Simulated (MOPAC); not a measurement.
## Property calculation of CH5BF3N

System: CH5BF3N.
Method: PM6-DH+, closed shell, dispersion DH+ (MOPAC 23.2.5).

The geometry was optimised with PM6-DH+.

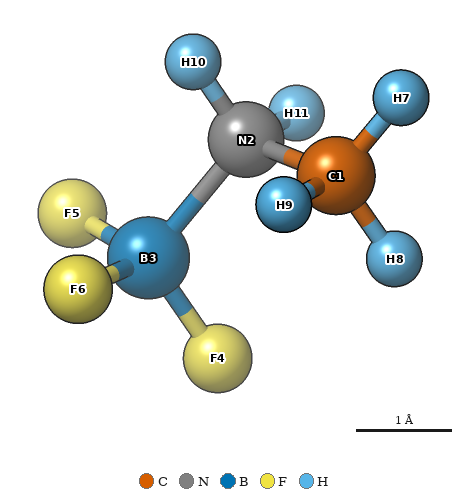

*The structure as given in the input (ball-and-stick view, seen at a tilt; atoms are numbered from 1 in the order of the input).*

Bond lengths as drawn: B–F 1.36 Å, B–N 1.66 Å, C–H 1.10 to 1.11 Å, C–N 1.50 Å and H–N 1.03 Å.

Key numbers:

```tsv
quantity	value
outcome	converged
heat of formation	−301.54 kcal/mol
basis functions	29
HOMO	−12.76 eV
LUMO	0.77 eV
dipole moment	7.69 D
hardware	1 thread of Arm Neoverse N1, 98 GiB of memory available, shared host
peak memory	0.07 GiB
```

Notes:

MOPAC's energies along a path are heats of formation.

The input (ch5bf3n.mop):
```
PM6-DH+ 1SCF MULLIK ESP ENPART THREADS=1 AUX(PRECISION=6)
CH5BF3N

C 0.018182 1 -0.945778 1 0.938528 1
N 0.579668 1 -0.217978 1 -0.244291 1
B -0.402284 1 1.031808 1 -0.731536 1
F -1.612520 1 0.533906 1 -1.092155 1
F 0.214286 1 1.605383 1 -1.800961 1
F -0.523084 1 1.926076 1 0.282611 1
H 0.662699 1 -1.774294 1 1.271222 1
H -0.984021 1 -1.360482 1 0.708734 1
H -0.126184 1 -0.256788 1 1.795150 1
H 1.512286 1 0.157186 1 -0.012854 1
H 0.705037 1 -0.873854 1 -1.030505 1
```

Launch command:
```bash
mopac ch5bf3n.mop
```

What the program printed:
```
MOPAC v23.2.5
PM6-DH+ CALCULATION RESULTS

 *  PM6-DH+    - CORRECT DISPERSION AND HYDROGEN BOND TERMS USING PM6-DH+
 *  ESP        - ELECTROSTATIC POTENTIAL CALCULATION
 *  1SCF       - DO 1 SCF AND THEN STOP
 *  THREADS=1  - MULTI-THREADING NOT USED
 *  AUX        - OUTPUT AUXILIARY INFORMATION
 *  ENPART     - ENERGY TO BE PARTITIONED INTO COMPONENTS
 *  MULLIK     - THE MULLIKEN ANALYSIS TO BE PERFORMED
PM6-DH+ 1SCF MULLIK ESP ENPART THREADS=1 AUX(PRECISION=6)
 CH5BF3N

   ATOM   CHEMICAL          X               Y               Z
  NUMBER   SYMBOL      (ANGSTROMS)     (ANGSTROMS)     (ANGSTROMS)

     1       C          0.01818200  *  -0.94577800  *   0.93852800  *
     2       N          0.57966800  *  -0.21797800  *  -0.24429100  *
     3       B         -0.40228400  *   1.03180800  *  -0.73153600  *
     4       F         -1.61252000  *   0.53390600  *  -1.09215500  *
     5       F          0.21428600  *   1.60538300  *  -1.80096100  *
     6       F         -0.52308400  *   1.92607600  *   0.28261100  *
     7       H          0.66269900  *  -1.77429400  *   1.27122200  *
     8       H         -0.98402100  *  -1.36048200  *   0.70873400  *
     9       H         -0.12618400  *  -0.25678800  *   1.79515000  *
    10       H          1.51228600  *   0.15718600  *  -0.01285400  *
    11       H          0.70503700  *  -0.87385400  *  -1.03050500  *

          CARTESIAN COORDINATES

    NO.       ATOM           X           Y           Z

     1         C          0.0182     -0.9458      0.9385
     2         N          0.5797     -0.2180     -0.2443
     3         B         -0.4023      1.0318     -0.7315
     4         F         -1.6125      0.5339     -1.0922
     5         F          0.2143      1.6054     -1.8010
     6         F         -0.5231      1.9261      0.2826
     7         H          0.6627     -1.7743      1.2712
     8         H         -0.9840     -1.3605      0.7087
     9         H         -0.1262     -0.2568      1.7952
    10         H          1.5123      0.1572     -0.0129
    11         H          0.7050     -0.8739     -1.0305

 "Third-Generation Hydrogen-Bonding Corrections for Semiempirical QM Methods and Force Fields"

           Empirical Formula: C H5 N B F3  =    11 atoms

      MOLECULAR POINT GROUP   :   Cs

      RHF CALCULATION, NO. OF DOUBLY OCCUPIED LEVELS = 19

 -------------------------------------------------------------------------------
 PM6-DH+ 1SCF MULLIK ESP ENPART THREADS=1 AUX(PRECISION=6)
 CH5BF3N

     1SCF WAS SPECIFIED, SO BFGS WAS NOT USED
     SCF FIELD WAS ACHIEVED

                              PM6-DH+ CALCULATION

          FINAL HEAT OF FORMATION =       -301.54467 KCAL/MOL =   -1261.66292 KJ/MOL

          COSMO AREA              =        117.32 SQUARE ANGSTROMS
          COSMO VOLUME            =        104.84 CUBIC ANGSTROMS

          IONIZATION POTENTIAL    =         12.755937 EV
          HOMO LUMO ENERGIES (EV) =        -12.756  0.771
          NO. OF FILLED LEVELS    =         19
          MOLECULAR WEIGHT        =         98.8624         POINT GROUP:  Cs

          MOLECULAR DIMENSIONS (Angstroms)

            Atom       Atom       Distance
            H     7    F     5     4.58929
            H    11    F     6     3.06180
            F     4    H    10     3.00526

          SCF CALCULATIONS        =          1

          WALL-CLOCK TIME         =      0.016 SECONDS
          COMPUTATION TIME        =      0.014 SECONDS

   ATOM   CHEMICAL          X               Y               Z
  NUMBER   SYMBOL      (ANGSTROMS)     (ANGSTROMS)     (ANGSTROMS)

     1       C          0.01818200  *  -0.94577800  *   0.93852800  *
     2       N          0.57966800  *  -0.21797800  *  -0.24429100  *
     3       B         -0.40228400  *   1.03180800  *  -0.73153600  *
     4       F         -1.61252000  *   0.53390600  *  -1.09215500  *
     5       F          0.21428600  *   1.60538300  *  -1.80096100  *
     6       F         -0.52308400  *   1.92607600  *   0.28261100  *
     7       H          0.66269900  *  -1.77429400  *   1.27122200  *
     8       H         -0.98402100  *  -1.36048200  *   0.70873400  *
     9       H         -0.12618400  *  -0.25678800  *   1.79515000  *
    10       H          1.51228600  *   0.15718600  *  -0.01285400  *
    11       H          0.70503700  *  -0.87385400  *  -1.03050500  *

                             CARTESIAN COORDINATES

   1    C        0.018182000    -0.945778000     0.938528000
   2    N        0.579668000    -0.217978000    -0.244291000
   3    B       -0.402284000     1.031808000    -0.731536000
   4    F       -1.612520000     0.533906000    -1.092155000
   5    F        0.214286000     1.605383000    -1.800961000
   6    F       -0.523084000     1.926076000     0.282611000
   7    H        0.662699000    -1.774294000     1.271222000
   8    H       -0.984021000    -1.360482000     0.708734000
   9    H       -0.126184000    -0.256788000     1.795150000
  10    H        1.512286000     0.157186000    -0.012854000
  11    H        0.705037000    -0.873854000    -1.030505000

           Empirical Formula: C H5 N B F3  =    11 atoms

      MOLECULAR POINT GROUP   :   Cs

                  EIGENVALUES
 -39.49258 -39.47347 -39.44411 -33.32265 -25.27423 -19.35280 -19.12052 -17.72852
 -17.02395 -16.08141 -15.95483 -15.08745 -14.47573 -14.46255 -14.39279 -14.31873
 -13.38289 -13.37276 -12.75594   0.77134   2.23789   3.43498   3.91532   4.04426
   4.41440   4.45525   4.86539   5.07167   5.18761

              NET ATOMIC CHARGES AND DIPOLE CONTRIBUTIONS

  ATOM NO.   TYPE          CHARGE      No. of ELECS.   s-Pop       p-Pop
    1          C          -0.404803        4.4048     1.09881     3.30599
    2          N          -0.160791        5.1608     1.46167     3.69912
    3          B           0.547981        2.4520     0.87324     1.57878
    4          F          -0.333636        7.3336     1.95290     5.38073
    5          F          -0.340563        7.3406     1.95355     5.38702
    6          F          -0.333665        7.3337     1.95291     5.38075
    7          H           0.161640        0.8384     0.83836
    8          H           0.198375        0.8016     0.80163
    9          H           0.198535        0.8015     0.80146
   10          H           0.233465        0.7665     0.76654
   11          H           0.233461        0.7665     0.76654
 DIPOLE           X         Y         Z       TOTAL
 POINT-CHG.     3.473    -5.568     2.886     7.169
 HYBRID         0.534    -0.358    -0.061     0.646
 SUM            4.007    -5.926     2.825     7.691

          ATOMIC ORBITAL ELECTRON POPULATIONS

     Atom    s        px        py        pz
    1  C   1.09881   1.16469   1.12576   1.01553
    2  N   1.46167   1.26139   1.28506   1.15267
    3  B   0.87324   0.53009   0.50952   0.53917
    4  F   1.95290   1.55455   1.89852   1.92767
    5  F   1.95355   1.86659   1.86674   1.65369
    6  F   1.95291   1.95828   1.73224   1.69023
    7  H   0.83836
    8  H   0.80163
    9  H   0.80146
   10  H   0.76654
   11  H   0.76654

            For more detail of energy partitioning, add keyword 'LARGE'

                    Total contribution from hydrogen bonds:         0.000 disp.:   -0.495 Tot:    -0.495 kcal/mol

***  SUMMARY OF ENERGY PARTITION  ***
 ---------------------------------------
     ONE-CENTER TERMS

 ELECTRON-NUCLEAR  (ONE-ELECTRON)        -2971.5021 EV
 ELECTRON-ELECTRON (TWO-ELECTRON)         1243.9852 EV

 TOTAL OF ONE-CENTER TERMS               -1727.5169 EV
 ---------------------------------------
     TWO-CENTER TERMS

 RESONANCE ENERGY                         -119.5308 EV
 EXCHANGE ENERGY                           -47.8149 EV

 EXCHANGE + RESONANCE ENERGY:             -167.3457 EV

 ELECTRON-ELECTRON REPULSION              3353.9371 EV
 ELECTRON-NUCLEAR ATTRACTION             -6798.2177 EV
 NUCLEAR-NUCLEAR REPULSION                3493.7419 EV

 TOTAL ELECTROSTATIC INTERACTION            49.4613 EV

 GRAND TOTAL OF TWO-CENTER TERMS          -117.8844 EV
 ---------------------------------------
 ETOT (EONE + ETWO)                      -1845.4014 EV

           MULLIKEN POPULATION ANALYSIS

        MULLIKEN POPULATIONS AND CHARGES

      NO.  ATOM   POPULATION      CHARGE
        1    C     4.533089     -0.533089
        2    N     5.365773     -0.365773
        3    B     2.311743      0.688257
        4    F     7.358739     -0.358739
        5    F     7.365308     -0.365308
        6    F     7.358763     -0.358763
        7    H     0.791186      0.208814
        8    H     0.747436      0.252564
        9    H     0.747247      0.252753
       10    H     0.710360      0.289640
       11    H     0.710358      0.289642

NAICAS DUMPED:   9.09 PERCENT COMPLETE
NAICAS DUMPED:  18.18 PERCENT COMPLETE
NAICAS DUMPED:  27.27 PERCENT COMPLETE
NAICAS DUMPED:  36.36 PERCENT COMPLETE
NAICAS DUMPED:  45.45 PERCENT COMPLETE
NAICAS DUMPED:  54.55 PERCENT COMPLETE
NAICAS DUMPED:  63.64 PERCENT COMPLETE
NAICAS DUMPED:  72.73 PERCENT COMPLETE
NAICAS DUMPED:  81.82 PERCENT COMPLETE
NAICAS DUMPED:  90.91 PERCENT COMPLETE
NAICAS DUMPED: 100.00 PERCENT COMPLETE

            ELECTROSTATIC POTENTIAL CHARGES

               ATOM NO.    TYPE    CHARGE
                    1          C    -0.7790
                    2          N     0.0544
                    3          B    -0.0708
                    4          F    -0.1628
                    5          F    -0.1919
                    6          F    -0.1634
                    7          H     0.2372
                    8          H     0.2933
                    9          H     0.2942
                   10          H     0.2440
                   11          H     0.2448

            THE NUMBER OF POINTS IS:       622
            THE RMS DEVIATION IS:       0.8156
            THE RRMS DEVIATION IS:      0.0395

     DIPOLE MOMENT EVALUATED FROM THE POINT CHARGES

             X        Y        Z       TOTAL
           3.4859  -5.4222   2.7223   6.9973

         TIME TO CALCULATE ESP:    0.10 SECONDS

 *                    *
 * JOB ENDED NORMALLY *
 *                    *

 TOTAL JOB TIME:             0.12 SECONDS

 == MOPAC DONE ==
```

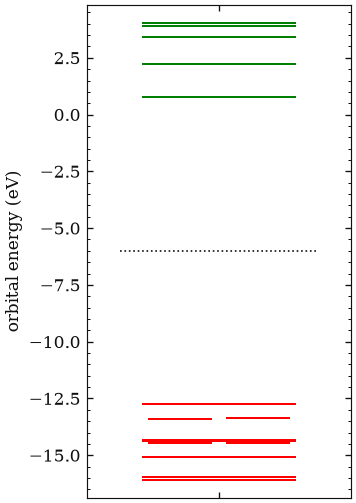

*Orbital energies near the frontier; the dotted line parts filled from empty levels, and levels within 0.02 eV of each other stand side by side.*

Highest filled −12.76 eV, lowest empty 0.77 eV, 13.53 eV apart.
